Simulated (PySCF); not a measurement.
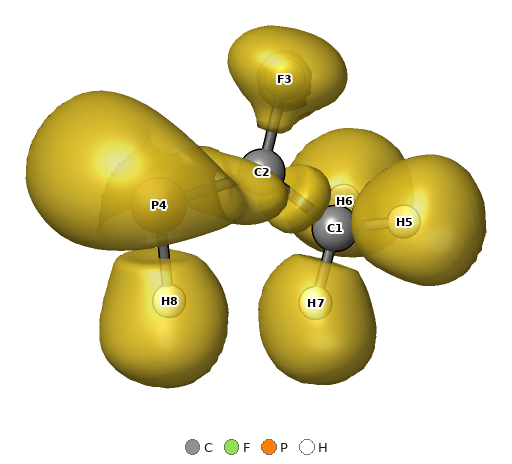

Figure 1: C2H4FP (SMILES [H]/P=C(\C)F). Isosurface of the electron localisation function at 0.75 (yellow), seen at a tilt. Only the valence region is drawn (cores and ρ < 0.01 e/Å³ removed).

Geometry: GFN2-xTB.

The calculation used CAM-B3LYP/def2-SVPD, SCF density, gas phase (PySCF 2.14.0).

| atom | x (Å) | y (Å) | z (Å) |
| --- | --- | --- | --- |
| C | -0.7052 | -0.4484 | 0.2146 |
| C | 0.1932 | 0.6896 | -0.1144 |
| F | -0.4501 | 1.8790 | -0.0644 |
| P | 1.8204 | 0.7269 | -0.5241 |
| H | -1.5427 | -0.4716 | -0.4845 |
| H | -1.1178 | -0.3160 | 1.2160 |
| H | -0.1696 | -1.3917 | 0.1672 |
| H | 1.9810 | -0.6583 | -0.4350 |

**What do the ELF domains correspond to?**

The surface consists of one region between bonded C–C atoms (shared pairs), four regions around hydrogen nuclei, one region on F in which the atom's valence shell and bonds are merged and one region on P in which the atom's valence shell and bonds are merged. Along the contacts the grid gives the following. C–F (1.35 Å): the ELF peaks at about 0.85 between the atoms; a polar covalent bond. C–C (1.49 Å): the ELF peaks at about 0.95 between the atoms: a covalent bond.
